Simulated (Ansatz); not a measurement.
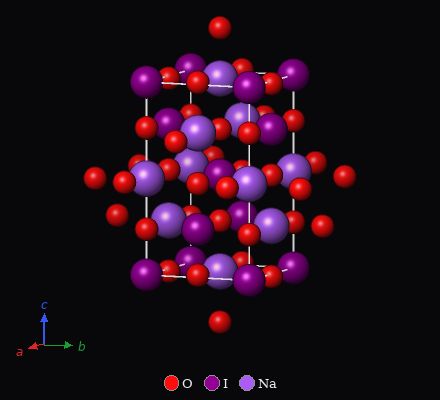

The structure; the drawing may span several cells.

Structure (in its standard cell), the end point of a relaxation (final pressure about 5 GPa) with DFT, PAW plane waves, pbe (Ansatz); the starting structure was generated, so it need not be a known form of this composition:

```
O I Na
1.0
     5.15439    0.00000    0.00000
     0.00000    5.15439    0.00000
     0.00000    0.00000    8.96381
O I Na
8 4 4
Direct
  0.50000 0.50000 0.73726
  0.50000 0.00000 0.98726
  0.50000 0.00000 0.51274
  0.00000 0.00000 0.76274
  0.00000 0.00000 0.23726
  0.00000 0.50000 0.48726
  0.00000 0.50000 0.01274
  0.50000 0.50000 0.26274
  0.00000 0.00000 0.00000
  0.50000 0.00000 0.75000
  0.50000 0.50000 0.50000
  0.00000 0.50000 0.25000
  0.50000 0.50000 0.00000
  0.00000 0.50000 0.75000
  0.00000 0.00000 0.50000
  0.50000 0.00000 0.25000
```

Question: What does the kinematic electron diffraction pattern along [201] look like at 300 kV (B = 0.5 Å²)?

Answer: The spots form a centred rectangular net with both shortest vectors at d = 2.83 Å, 66.5° apart. They are -1 1 2 and -1 -1 2. The pattern has symmetry 2mm. The lattice centring (I) removes all reflections that break h + k + l = 2n.

Strongest reflections with d > 0.87 Å, one of each family (|F|² from tabulated Gaussian fits of the electron scattering factors, times a small damping for the curvature of the Ewald sphere):

```json
{"hkl": "0 2 0", "d (Å)": "2.577", "I (strongest = 100)": "100"}
{"hkl": "2 0 -4", "d (Å)": "1.691", "I (strongest = 100)": "44"}
{"hkl": "2 2 -4", "d (Å)": "1.414", "I (strongest = 100)": "29"}
{"hkl": "1 1 -2", "d (Å)": "2.828", "I (strongest = 100)": "28"}
{"hkl": "0 4 0", "d (Å)": "1.289", "I (strongest = 100)": "23"}
{"hkl": "2 4 -4", "d (Å)": "1.025", "I (strongest = 100)": "12"}
```

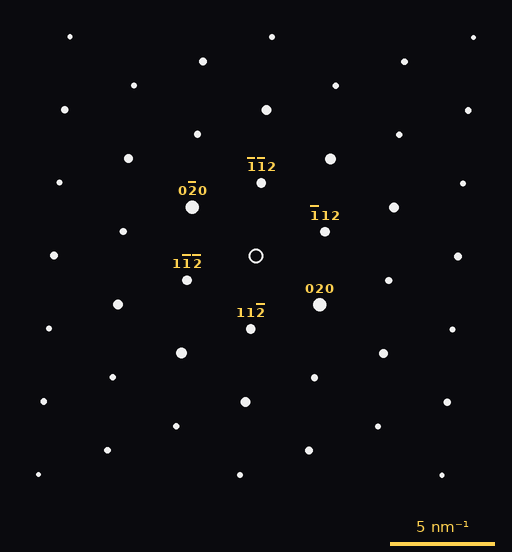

Calculated pattern, seen from the source side with [201] pointing towards the source.
